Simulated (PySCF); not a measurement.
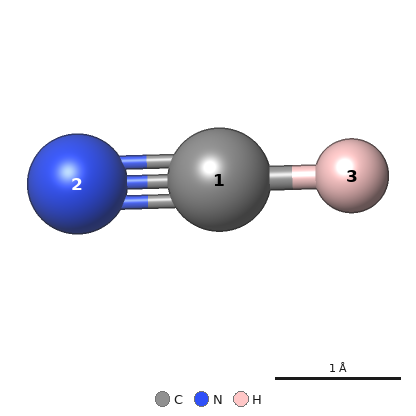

Orthographic view. Atoms fade into the background with distance from the viewer. Computed geometry: GFN2-xTB optimisation. No frequency run is at hand to confirm it as a minimum.

Write a MOL file (V2000) with the atoms in numerical order, bonds sorted by atom number with the orders drawn, and coordinates in the frame of the picture: x right, y up, z towards the viewer, origin at the mean position.

```
CHN
                    3D

  3  2  0  0  0  0  0  0  0  0999 V2000
    0.0300    0.0000    0.0000 C   0  0  0  0  0  0  0  0  0  0  0  0
   -1.1100   -0.0300   -0.0500 N   0  0  0  0  0  0  0  0  0  0  0  0
    1.0800    0.0300    0.0500 H   0  0  0  0  0  0  0  0  0  0  0  0
  1  2  3  0
  1  3  1  0
M  END
```
